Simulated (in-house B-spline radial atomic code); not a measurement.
**Ir²⁺: excited configurations in jj coupling**

Aim: the energies of several excited configurations of Ir²⁺ above a reference configuration, each from its own self-consistent run.

Method: Dirac-Hartree-Fock, average of configuration, Fermi nucleus, basis-set limit. Code: in-house B-spline radial atomic code version 1.

## Step 1: The atom as given

- element: iridium (Z = 77)
- charge: +2
- electrons: 75
- configuration: 1s2 2s2 2p6 3s2 3p6 3d10 4s2 4p6 4d10 4f14 5s2 5p6 5d-4 5d+3
- Hamiltonian: Dirac-Coulomb
- nucleus: Fermi, rms radius 5.403 fm

In configurations, a minus sign after the shell means j = l − 1/2 and a plus sign j = l + 1/2; the count of electrons follows.

Settings, as recorded:

```ini
Z = 77
electrons = 75.0
configuration = 1s2 2s2 2p6 3s2 3p6 3d10 4s2 4p6 4d10 4f14 5s2 5p6 5d-4 5d+3
hamiltonian = dirac
method = hf
spin_polarised = False
nucleus = fermi
rms_radius = 5.4032
mass_number = 193
atomic_mass = 192.962923753
speed_of_light = 137.035999084
```

This reference run was done before. Its total energy is -17845.953693 hartree, and its levels are (the highest eight at most):

```csv
orbital,occupation,energy (eV),<r> (bohr)
4d5/2,6,-339.65,0.4827
5s1/2,2,-132.72,0.9945
4f5/2,6,-101.65,0.5278
4f7/2,8,-98.150,0.5335
5p1/2,2,-96.280,1.082
5p3/2,4,-79.922,1.169
5d3/2,4,-30.872,1.576
5d5/2,3,-29.125,1.637
```

## Step 2: 1s2 2s2 2p6 3s2 3p6 3d10 4s2 4p6 4d10 4f14 5s2 5p-2 5p+3 5d-4 5d+3 6s1

Settings, as recorded:

```ini
Z = 77
electrons = 75.0
configuration = 1s2 2s2 2p6 3s2 3p6 3d10 4s2 4p6 4d10 4f14 5s2 5p-2 5p+3 5d-4 5d+3 6s1
hamiltonian = dirac
method = hf
spin_polarised = False
nucleus = fermi
rms_radius = 5.4032
mass_number = 193
atomic_mass = 192.962923753
speed_of_light = 137.035999084
```

## Step 3: 1s2 2s2 2p6 3s2 3p6 3d10 4s2 4p6 4d10 4f14 5s2 5p-1 5p+4 5d-1 5d+6 6d-1

Settings, as recorded:

```ini
Z = 77
electrons = 75.0
configuration = 1s2 2s2 2p6 3s2 3p6 3d10 4s2 4p6 4d10 4f14 5s2 5p-1 5p+4 5d-1 5d+6 6d-1
hamiltonian = dirac
method = hf
spin_polarised = False
nucleus = fermi
rms_radius = 5.4032
mass_number = 193
atomic_mass = 192.962923753
speed_of_light = 137.035999084
```

## Step 4: Run with 1s2 2s2 2p6 3s2 3p6 3d10 4s2 4p6 4d10 4f-5 4f+8 5s2 5p6 5d-2 5d+5 7p+1

Settings, as recorded:

```ini
Z = 77
electrons = 75.0
configuration = 1s2 2s2 2p6 3s2 3p6 3d10 4s2 4p6 4d10 4f-5 4f+8 5s2 5p6 5d-2 5d+5 7p+1
hamiltonian = dirac
method = hf
spin_polarised = False
nucleus = fermi
rms_radius = 5.4032
mass_number = 193
atomic_mass = 192.962923753
speed_of_light = 137.035999084
```

## Step 5: Configuration 1s2 2s2 2p6 3s2 3p6 3d10 4s2 4p6 4d10 4f14 5s2 5p6 5d-2 5d+5

Settings, as recorded:

```ini
Z = 77
electrons = 75.0
configuration = 1s2 2s2 2p6 3s2 3p6 3d10 4s2 4p6 4d10 4f14 5s2 5p6 5d-2 5d+5
hamiltonian = dirac
method = hf
spin_polarised = False
nucleus = fermi
rms_radius = 5.4032
mass_number = 193
atomic_mass = 192.962923753
speed_of_light = 137.035999084
```

**Question.** How far above the reference does each configuration lie (order and size, in eV)?

**Answer**, as computed:

| net move | configuration | energy above the reference (eV) | with Breit, QED, recoil (eV) | largest <r> (bohr) |
| --- | --- | --- | --- | --- |
| 2×5d3/2 → 2×5d5/2 | 1s2 2s2 2p6 3s2 3p6 3d10 4s2 4p6 4d10 4f14 5s2 5p6 5d-2 5d+5 | 2.447 | 2.410 | 1.63 |
| 5p3/2 → 6s | 1s2 2s2 2p6 3s2 3p6 3d10 4s2 4p6 4d10 4f14 5s2 5p-2 5p+3 5d-4 5d+3 6s1 | 52.045 | 51.991 | 2.57 |
| 3×5d3/2, 5p1/2 → 3×5d5/2, 6d3/2 | 1s2 2s2 2p6 3s2 3p6 3d10 4s2 4p6 4d10 4f14 5s2 5p-1 5p+4 5d-1 5d+6 6d-1 | 82.606 | 82.284 | 4.87 |
| 4f5/2, 2×5d3/2 → 2×5d5/2, 7p3/2 | 1s2 2s2 2p6 3s2 3p6 3d10 4s2 4p6 4d10 4f-5 4f+8 5s2 5p6 5d-2 5d+5 7p+1 | 84.900 | 85.049 | 6.59 |

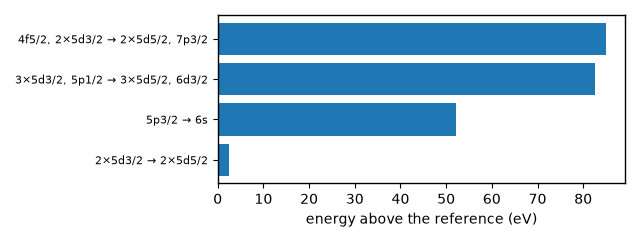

Energy of each configuration above the reference.

The energies run from 2.447 eV (2×5d3/2 → 2×5d5/2) to 84.900 eV (4f5/2, 2×5d3/2 → 2×5d5/2, 7p3/2). Koopmans' estimate of the ionisation threshold is 29.125 eV; 3 configurations exceed it by over 2 % and could autoionise. Two partly filled shells share a symmetry and can mix in the average, which may lower the energy, for: 3×5d3/2, 5p1/2 → 3×5d5/2, 6d3/2. These are averages over configurations, without correlation, not spectroscopic levels.
